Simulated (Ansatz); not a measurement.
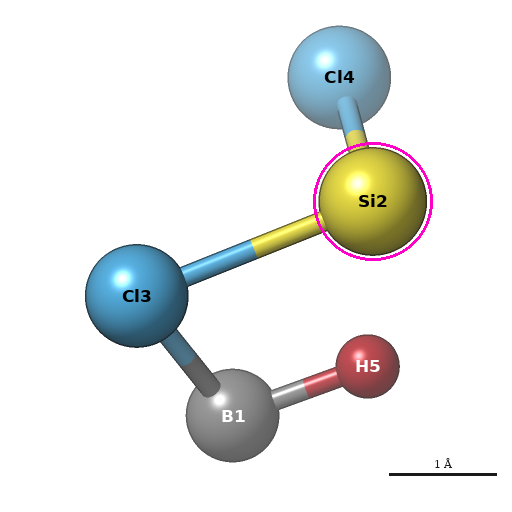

Orthographic view. Depth is shown by fading: the farther an atom, the more it takes the colour of the background. The computed structure is the end point of a PBE-D4/def2-SVP optimisation. No frequency run is at hand to confirm it as a minimum.

**Name the neighbours of the circled atom.**

The circled atom is Si2; it is bonded to Cl3, Cl4.

**What is the shortest path along bonds from the circled atom to H5?**

Si2–Cl3–B1–H5, 3 bonds; through space the two are 1.81 Å apart.

**Which atom is farthest from the viewer?**

Cl4, 1.0 Å behind the mean position.
